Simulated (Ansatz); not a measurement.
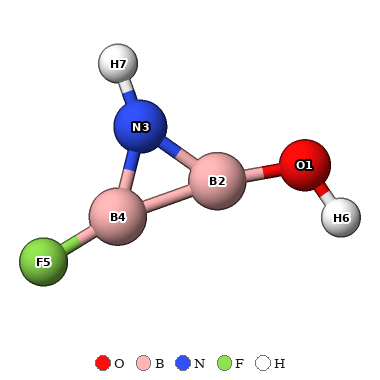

The system is B2FH2NO, SMILES OB1NB1F; the picture shows the reference structure. 
- Coordinates scanned: (1) bond length N3–H7; (2) angle H7–N3–B4.
- Nothing is relaxed (all other coordinates rigid).
- The scan uses a 13 × 13 grid.
- Points are written as (first, second).
- Energies are in kJ/mol, from the relaxed molecule at the same level.
- These are results of Ansatz, RKS BHLYP-D4/def2-TZVP, not measurements.

Its coordinates:

```yaml
atoms:
  - { symbol: O, position_ang: [-1.2709, 0.1810, 1.2969] }
  - { symbol: B, position_ang: [-0.3749, 0.1474, 0.3021] }
  - { symbol: N, position_ang: [0.6297, -0.7640, -0.0951] }
  - { symbol: B, position_ang: [0.5871, 0.3350, -0.9497] }
  - { symbol: F, position_ang: [1.2451, 0.7177, -2.0151] }
  - { symbol: H, position_ang: [-1.8256, 0.9527, 1.2955] }
  - { symbol: H, position_ang: [1.0708, -1.6379, 0.1198] }
```

Range: bond length N3–H7 from 0.882 to 1.253 Å; angle H7–N3–B4 from 111.4 to 179.0°.

### Predict the map.

The lowest grid point is at (1.005 Å, 145.2°), 0.08 kJ/mol from the relaxed molecule at the same level. It is the only kind of minimum in the scanned range. The highest grid point, (1.253 Å, 111.4°), lies 135 kJ/mol above the lowest. Round the minimum the two coordinates are nearly uncoupled.

```
angle H7–N3–B4 ↓, bond length N3–H7 →  0.882  0.913  0.944  0.975  1.005  1.036  1.067  1.098  1.129  1.160  1.191  1.222  1.253
                                179.0     88     68     54     47     45     48     53     62     72     85     99    114    129
                                173.4     74     54     40     33     32     34     40     48     59     71     85    100    116
                                167.7     63     42     29     22     20     22     28     37     47     60     74     89    105
                                162.1     53     33     20     13     11     13     19     28     38     51     65     80     96
                                156.5     47     26     13      6      5      7     13     21     32     45     59     74     90
                                150.8     43     23      9      3      1      3      9     18     29     41     55     70     86
                                145.2     43     22      9      2      0      2      8     17     28     40     54     70     85
                                139.6     45     24     11      4      2      4     10     19     30     42     56     71     87
                                133.9     50     29     16      9      7      9     15     24     34     47     61     76     92
                                128.3     57     37     23     16     15     17     23     31     42     54     68     83     99
                                122.7     68     47     34     27     25     27     33     41     52     64     78     93    109
                                117.0     81     60     47     40     38     40     45     54     64     77     91    105    121
                                111.4     96     75     62     55     53     55     60     69     79     91    105    120    135
```

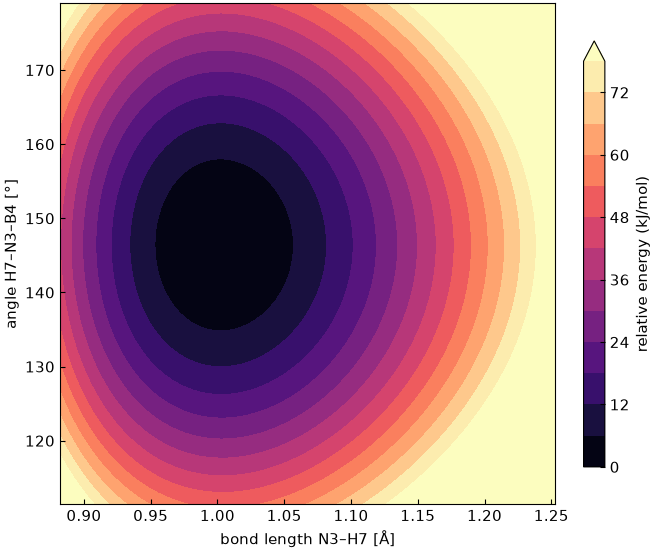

Drawn: filled contours, one colour for all values above the top of the scale. Between grid points the surface is interpolated.

Time for the 169 points that were run: 6.7 min on 1 thread of AMD EPYC 9R45 96-Core Processor (Zen 5), with other jobs on the host.
